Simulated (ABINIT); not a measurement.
# AlN (P6_3mc): G0W0 with ABINIT, start to end, part 3 of 3

Aim: the G0W0 gap of AlN (P6_3mc) on PBE, step by step.

ABINIT 10.8.3; PBE and many-body steps on it, plane waves. Known limits of the many-body steps: not at the basis limit.

So far. Step 4 (Empty states on the mesh, 6×6×4 mesh, 775 bands): On this mesh the gap is 4.220 eV. Step 5 (Screening, 6×6×4 mesh, 360 bands, screening to 300.4 eV): Local fields lower ε∞ by 9 %.

The database entry behind the starting cell differs from later determinations by our own check (inner coordinate u about 0.002 short), so it need not match the best structure at ambient conditions.

**6. Self-energy, 6×6×4 mesh, 360 bands, screening to 300.4 eV**

The self-energy is evaluated for the states that the input lists, and the levels follow from it, in one-shot runs by the linearised quasiparticle equation.

This step: G0W0 on PBE, plane waves, norm-conserving pseudopotentials.

run.abi

```
acell 3*1.0 Angstrom
rprim 
  3.113000000011 -0.000000000003 0.000000000000
  -1.556500000003 2.695937081992 0.000000000000
  0.000000000000 0.000000000000 4.981000000000
ntypat 2
znucl 13 7
natom 4
typat 1 1 2 2
xred 
  0.333333333333 0.666666666667 0.000000000000
  0.666666666667 0.333333333333 0.500000000000
  0.333333333333 0.666666666667 0.380000000000
  0.666666666667 0.333333333333 0.880000000000
pp_dirpath "pseudos"
pseudos "Al.upf, N.upf"
ecut 36
ngkpt 6 6 4
nshiftk 1
shiftk 0 0 0
kptopt 1
chksymbreak 0
istwfk *1
occopt 1
irdwfk 1
optdriver 4
nband 360
gwcalctyp 0
ecutsigx 36
symsigma 1
nkptgw 4
kptgw 
  0.0000000000 0.0000000000 0.0000000000
  0.5000000000 0.0000000000 0.0000000000
  0.0000000000 0.0000000000 0.5000000000
  0.5000000000 0.0000000000 0.5000000000
bdgw 
  6 10
  7 10
  5 10
  7 10
ecuteps 11.04
irdscr 1
ppmodel 1
indata_prefix "in"
outdata_prefix "out"
tmpdata_prefix "tmp"
```

Command:

```
$ OMP_NUM_THREADS=1 mpirun -n 4 abinit run.abi > log
```

Numbers of over 12 decimals in the logs are rounded to 6 here.

Log:

```text
.Version 10.8.3 of ABINIT. v10.8.2 released Aug 2026.

 Symmetries : space group P6_3 m c (#186); Bravais hP (primitive hexag.)
[... echo of the input left out ...]
== DATASET  1 ==================================================================
-   mpi_nproc: 4, omp_nthreads: 1 (-1 if OMP is not activated)

--- !DatasetInfo
iteration_state: {dtset: 1, }
dimensions: {natom: 4, nkpt: 21, mband: 360, nsppol: 1, nspinor: 1, nspden: 1, mpw: 2934, }
cutoff_energies: {ecut:  36.0, pawecutdg:  -1.0, }
electrons: {nelect:   1.60000000E+01, charge:   0.00000000E+00, occopt:   1.00000000E+00, tsmear:   1.00000000E-02, }

 SIGMA: Calculation of the GW corrections

 Based on a program developped by R.W. Godby, V. Olevano, G. Onida, and L. Reining.
 Incorporated in ABINIT by V. Olevano, G.-M. Rignanese, and M. Torrent.
.Using double precision arithmetic ; gwpc =  8

[... cell and pseudopotentials left out ...]
--------------------------------------------------------------------------------

 ==== K-mesh for the wavefunctions ====
 Number of points in the irreducible wedge :    21
[... list of points left out ...]
 Together with 12 symmetry operations and time-reversal symmetry
 yields   144 points in the full Brillouin Zone.

 ==== Q-mesh for screening function ====
 Number of points in the irreducible wedge :    21
[... list of points left out ...]
 Together with 12 symmetry operations and time-reversal symmetry
 yields   144 points in the full Brillouin Zone.

 vcoul_init : cutoff-mode = AUXILIARY_FUNCTION
 q-points for optical limit:   1
     1)      0.000010    0.000020    0.000030
 setmesh: FFT mesh size selected  =    27x   27x   54
          total number of points  =        39366

 Number of electrons calculated from density =   16.0000; Expected =   16.0000
 average of density, n =  0.056718
 r_s =    1.6146
 omega_plasma =   22.9728 [eV]

 === KS Band Gaps ===
  >>>> For spin  1
   Minimum direct gap =   4.2205 [eV], located at k-point      :   0.0000  0.0000  0.0000
   Fundamental gap    =   4.2205 [eV], Top of valence bands at :   0.0000  0.0000  0.0000
                                       Bottom of conduction at :   0.0000  0.0000  0.0000
 SIGMA fundamental parameters:
 PLASMON POLE MODEL  1
 number of plane-waves for SigmaX                 2863
 number of plane-waves for SigmaC and W            513
 number of plane-waves for wavefunctions          2863
 number of bands                                   360
 number of independent spin polarizations            1
 number of spinorial components                      1
 number of k-points in IBZ                          21
 number of q-points in IBZ                          21
 number of symmetry operations                      12
 number of k-points in BZ                          144
 number of q-points in BZ                          144
 number of frequencies for dSigma/dE                 9
 frequency step for dSigma/dE [eV]                0.25
 number of omega for Sigma on real axis              0
 max omega for Sigma on real axis  [eV]           0.00
 zcut for avoiding poles [eV]                     0.10

 EPSILON^-1 parameters (SCR file):
 dimension of the eps^-1 matrix on file            513
 dimension of the eps^-1 matrix used               513
 number of plane-waves for wavefunctions          2863
 number of bands                                   360
 number of q-points in IBZ                          21
 number of frequencies                               2
 number of real frequencies                          1
 number of imag frequencies                          1

 matrix elements of self-energy operator (all in [eV])

 Perturbative Calculation

--- !SelfEnergy_ee
iteration_state: {dtset: 1, }
kpoint     : [   0.000,    0.000,    0.000, ]
spin       : 1
KS_gap     :    4.220
QP_gap     :    5.657
Delta_QP_KS:    1.437
data: !SigmaeeData |
     Band     E0 <VxcDFT>   SigX SigC(E0)      Z dSigC/dE  Sig(E)    E-E0       E
        6   5.135 -16.968 -20.992   2.772   0.785  -0.273 -17.951  -0.983   4.152
        7   5.135 -16.968 -20.992   2.772   0.785  -0.273 -17.951  -0.983   4.152
        8   5.314 -17.078 -21.024   2.728   0.785  -0.273 -18.034  -0.957   4.358
        9   9.535 -12.527  -8.048  -3.890   0.816  -0.225 -12.047   0.480  10.015
       10  11.990 -10.836  -5.799  -4.370   0.826  -0.210 -10.285   0.551  12.541

--- !SelfEnergy_ee
iteration_state: {dtset: 1, }
kpoint     : [   0.500,    0.000,    0.000, ]
spin       : 1
KS_gap     :    6.484
QP_gap     :    8.097
Delta_QP_KS:    1.613
data: !SigmaeeData |
     Band     E0 <VxcDFT>   SigX SigC(E0)      Z dSigC/dE  Sig(E)    E-E0       E
        7   3.548 -14.921 -19.319   2.873   0.787  -0.271 -16.122  -1.200   2.348
        8   4.656 -16.590 -20.840   2.884   0.784  -0.275 -17.661  -1.070   3.586
        9  11.140 -10.682  -5.950  -4.075   0.825  -0.212 -10.140   0.542  11.682
       10  11.158  -9.571  -4.835  -4.177   0.834  -0.199  -9.105   0.465  11.624

--- !SelfEnergy_ee
iteration_state: {dtset: 1, }
kpoint     : [   0.000,    0.000,    0.500, ]
spin       : 1
KS_gap     :    6.981
QP_gap     :    8.677
Delta_QP_KS:    1.696
data: !SigmaeeData |
     Band     E0 <VxcDFT>   SigX SigC(E0)      Z dSigC/dE  Sig(E)    E-E0       E
        5   4.800 -16.707 -20.895   2.860   0.785  -0.274 -17.749  -1.043   3.757
[...]
10  11.781 -12.809  -7.707  -4.297   0.811  -0.233 -12.156   0.653  12.434

--- !SelfEnergy_ee
iteration_state: {dtset: 1, }
kpoint     : [   0.500,    0.000,    0.500, ]
spin       : 1
KS_gap     :    6.686
QP_gap     :    8.292
Delta_QP_KS:    1.606
data: !SigmaeeData |
     Band     E0 <VxcDFT>   SigX SigC(E0)      Z dSigC/dE  Sig(E)    E-E0       E
        7   3.965 -15.852 -20.275   2.950   0.784  -0.276 -17.007  -1.155   2.810
        8   3.965 -15.852 -20.275   2.950   0.784  -0.276 -17.007  -1.155   2.810
        9  10.650 -10.137  -5.517  -4.077   0.830  -0.205  -9.686   0.451  11.101
       10  10.650 -10.137  -5.517  -4.077   0.830  -0.205  -9.686   0.451  11.101

== END DATASET(S) ==============================================================
================================================================================

 -outvars: echo values of variables after computation  --------
           etotal      0.0000000000E+00
            nband         360
             nkpt          21
          spgroup         186
 [... the other variables as echoed above ...]

 Calculation completed.
```

Elapsed: 9.8 min, on 4 MPI ranks of Arm Neoverse V1, shared host; peak memory 4.6 GiB.

Numbers from this step:

| Property | Result |
| --- | --- |
| G0W0 gap on the mesh | 5.657 eV |
| starting gap on the mesh | 4.220 eV |
| k of the valence top | 0, 0, 0 |
| k of the conduction bottom | 0, 0, 0 |
| Z at the valence top | 0.785 |
| Z at the conduction bottom | 0.816 |
| least direct G0W0 gap on the computed points | 5.657 eV |

The gap on the mesh goes from 4.22 eV to 5.66 eV, a correction of +1.44 eV.

Limits: finite bands, cutoff and mesh. v1 is the top filled band, c1 the lowest empty one. Levels before and after the correction, in eV, zero at the valence-band top of each column:

|  | conduction bottom | valence top |
| --- | --- | --- |
| Kohn-Sham | 4.22 | 0.00 |
| G0W0 | 5.66 | 0.00 |

|  | level | energy (eV) |
| --- | --- | --- |
| Kohn-Sham | Γ v3-v2 | -0.180 |
| Kohn-Sham | Γ v1 | 0.000 |
| Kohn-Sham | Γ c1 | 4.221 |
| Kohn-Sham | Γ c2 | 6.676 |
| G0W0 | Γ v3-v2 | -0.206 |
| G0W0 | Γ v1 | 0.000 |
| G0W0 | Γ c1 | 5.657 |
| G0W0 | Γ c2 | 8.183 |

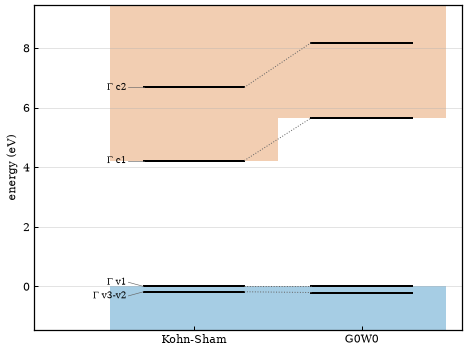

Levels before and after the correction. Shaded: valence and conduction bands.

**7. Where the time went**

Times are wall times on 4 MPI ranks of Arm Neoverse V1, shared host, good to a factor of about two.

| step | time | share | memory (GiB) |
| --- | --- | --- | --- |
| ground state | 8.5 s | 0 % | 0.28 |
| bands along the symmetry lines | 11 s | 1 % | 0.3 |
| empty states on the mesh | 2.1 min | 7 % | 2.2 |
| screening | 17 min | 58 % | 3.8 |
| self-energy | 9.8 min | 34 % | 4.6 |

**8. What came out**

* PBE gap: 4.22 eV, direct
* G0W0 gap on the mesh: 5.66 eV
* GW settings: 6×6×4 mesh, 360 bands, screening to 300.4 eV, Godby-Needs plasmon pole
* known limits: not at the basis limit

G0W0 moves the gap on the mesh from 4.22 eV to 5.66 eV (+1.44 eV), with Z of 0.79 and 0.82 at the edges. Local fields lower the RPA ε∞ on this mesh from 4.64 to 4.21. The dearest step here is «screening». Bands and cutoff are finite, so the gap is not at the basis limit. The miss can reach some tenths of an eV and take either sign; the mesh is an error of its own.

[Paths, hosts, dates, memory and timing lines, banners, echoed tables and standing remarks are left out of the program output.]

[Logs are printed without paths, hosts, clocks, repeated set-up lines and the standing remarks that a program may print on its own settings, such as how far it seeks lower states.]

[Runs of the session that timed out or met a known fault of the program may be left out.]

[Hosts, paths, dates, database ids (printed as entryN), source tags and the programs' standing remarks are cut or masked in the printed files.]

[G0W0 gaps are taken among the corrected bands and points alone; a level outside them can change the order at an edge.]

[Where Ansatz stands beside ABINIT at settings called matched, ABINIT's density can come from a denser mesh and the files from another edition; pairs whose starting gaps differed by over 0.03 eV were left out, so agreement reads better than it is.]
